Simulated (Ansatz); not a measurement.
## Run report: C₂H₆BCl, phonon calculation

System: C₂H₆BCl, SMILES BCCCl.
Method: RKS PBE0/def2-SVP (Ansatz 0.2.0).

It belongs to a series of runs on one base structure; here: vibrations at the highest image of the band. Figures and captions count atoms from 1; the log counts them from 0 in places.

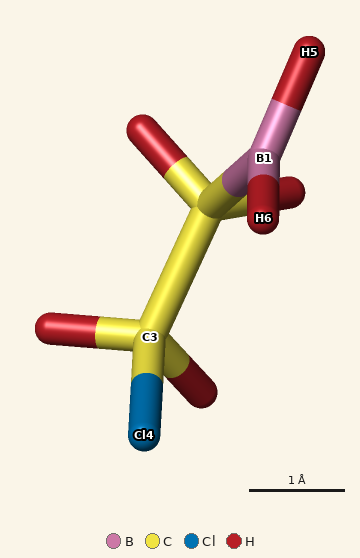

**Figure 1.** The input geometry (stick view, seen at an oblique angle; atoms are numbered from 1 in the order of the input).

### Input file
```yaml
crystal:
  periodic: [false, false, false]
  atoms:
    - { symbol: B, position_ang: [-1.088693, 0.702699, -0.738555] }
    - { symbol: C, position_ang: [-0.331908, -0.446104, -0.005536] }
    - { symbol: C, position_ang: [1.070903, -0.298729, 0.582907] }
    - { symbol: Cl, position_ang: [1.827953, 1.313554, 0.380034] }
    - { symbol: H, position_ang: [-2.195535, 0.442706, -1.156963] }
    - { symbol: H, position_ang: [-0.645783, 1.810313, -0.908637] }
    - { symbol: H, position_ang: [-0.357459, -1.293576, -0.719493] }
    - { symbol: H, position_ang: [-1.039279, -0.783644, 0.778406] }
    - { symbol: H, position_ang: [1.07164, -0.488155, 1.664264] }
    - { symbol: H, position_ang: [1.771359, -1.010164, 0.126373] }
basis:
  gaussian: { orbitals: def2-SVP }
hamiltonian:
  xc: pbe0
phonons: {}
```

Command:
```bash
ansatz run input.yaml --threads 1 --pin off --max-ram 2048MiB --backend cpu --events-out ev --progress --plain --runs-dir out
```

### Log
```
Engine: ansatz 0.2.0, x86_64-unknown-linux-gnu
Functional definition: PBE0
  parameter a = 0.25
  parameter kappa = 0.804
  parameter beta = 0.06672455060314922
  exchange = (1 - a)*pbe_x(kappa = kappa, mu = beta*pi^2/3) + a*exact_x
  correlation = pbe_c(beta = beta)
997 factors; integrals over basis functions are off by at most 3.6e-4 eV
mean field evaluation 1: about -15352.3347 eV, gradient 3.9e1 eV
mean field evaluation 2: about -15351.0366 eV, gradient 4.4e1 eV
mean field evaluation 4: about -15356.1695 eV, gradient 1.6e0 eV
mean field evaluation 8: about -15356.2071 eV, gradient 4.4e-2 eV
mean field -15356.20707125 eV, -564.3302010573 hartree, gradient 4.8e-5 eV, S^2 0.000000; 0 other end points of the search recorded, 0 dependent functions left out
the calculation of the forces begins
reference -15356.20709721 eV, -564.3302020115 hartree; 20, 20 occupied and 70, 70 virtual orbitals, 997 factors
these checks for a lower state are left out or cut short: stability, starts, cluster_reference, orbital_swaps, neighbouring_geometries, increment
997 factors; integrals over basis functions are off by at most 3.6e-4 eV
mean field evaluation 16: about -15356.1756 eV, gradient 1.5e-1 eV
mean field -15356.20696071 eV, -564.3301969952 hartree, gradient 1.2e-6 eV, S^2 0.000000; 0 other end points of the search recorded, 0 dependent functions left out
[... from here on the field's lines of each further geometry are left out, up to the last ...]
the calculation of the forces begins
reference -15356.20706565 eV, -564.3302008517 hartree; 20, 20 occupied and 70, 70 virtual orbitals, 997 factors
these checks for a lower state are left out or cut short: stability, starts, cluster_reference, orbital_swaps, neighbouring_geometries, increment
997 factors; integrals over basis functions are off by at most 3.6e-4 eV
mean field -15356.20703986 eV, -564.3301999040 hartree, gradient 2.2e-6 eV, S^2 0.000000; 0 other end points of the search recorded, 0 dependent functions left out
the calculation of the forces begins
reference -15356.20706583 eV, -564.3302008582 hartree; 20, 20 occupied and 70, 70 virtual orbitals, 997 factors
WARN: phonons: modes at or below zero, which the zero-point energy, F, S and C_V leave out: 2, the lowest at -195.73 cm⁻¹. A minimum has none, and a first-order saddle one
Total energy: -15356.20709721 eV, -564.3302020115 hartree
Atom 0 at    -1.088693     0.702699    -0.738555 Å, force     0.000867     0.000167    -0.002189 eV/Å
Atom 1 at    -0.331908    -0.446104    -0.005536 Å, force     0.000437    -0.000359     0.000608 eV/Å
Atom 2 at     1.070903    -0.298729     0.582907 Å, force     0.000059    -0.000278     0.000287 eV/Å
Atom 3 at     1.827953     1.313554     0.380034 Å, force     0.000020    -0.000144     0.000065 eV/Å
Atom 4 at    -2.195535     0.442706    -1.156963 Å, force    -0.000344     0.000080     0.000573 eV/Å
Atom 5 at    -0.645783     1.810313    -0.908637 Å, force    -0.000556    -0.000098     0.000750 eV/Å
Atom 6 at    -0.357459    -1.293576    -0.719493 Å, force    -0.000064     0.000278     0.000024 eV/Å
Atom 7 at    -1.039279    -0.783644     0.778406 Å, force    -0.000148    -0.000031     0.000229 eV/Å
Atom 8 at     1.071640    -0.488155     1.664264 Å, force     0.000012     0.000194    -0.000301 eV/Å
Atom 9 at     1.771359    -1.010164     0.126373 Å, force    -0.000283     0.000191    -0.000044 eV/Å
Dipole moment:    -0.135294    -0.457999     0.094142 e Å
Vibrations: -195.73 -97.51 235.95 448.84 485.16 722.73 794.09 855.56 948.15 1042.57 1068.54 1170.73 1206.30 1237.89 1275.68 1317.78 1382.77 1465.10 2583.43 2688.89 3026.99 3063.86 3111.14 3175.77 cm⁻¹, zero-point energy 2.064828 eV
```

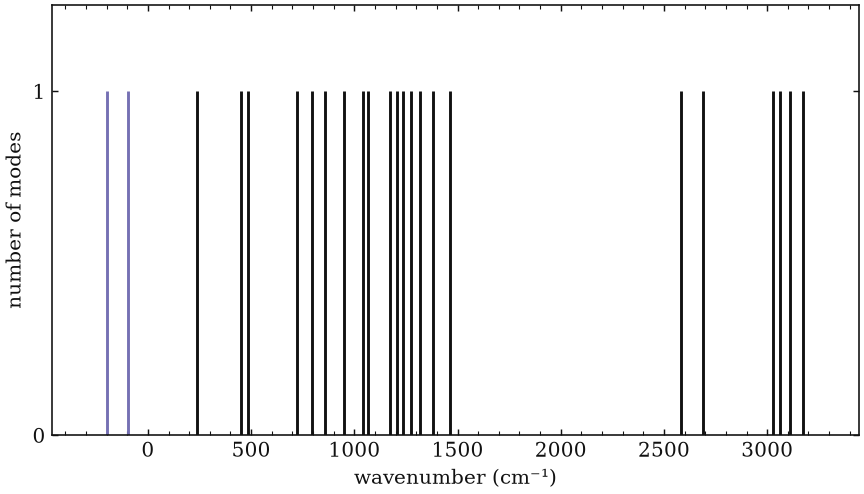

**Figure 2.** Harmonic vibrational wavenumbers from the force constants; neighbouring modes closer than 15 cm⁻¹ are counted in one stick, and imaginary ones are drawn at negative wavenumbers. 24 modes from 196i to 3176 cm⁻¹, 2 imaginary beyond 8i (196i, 98i cm⁻¹): not a minimum.

### Summary

```tsv
quantity	value
outcome	converged
total energy	−15356.2071 eV
mean-field energy	−15356.2071 eV
largest force (length of the vector)	0.002 eV/Å
hardware	1 thread of Intel Xeon (Emerald Rapids), 192 GiB of memory available, shared host
wall time	97 s
peak memory	0.27 GiB
```
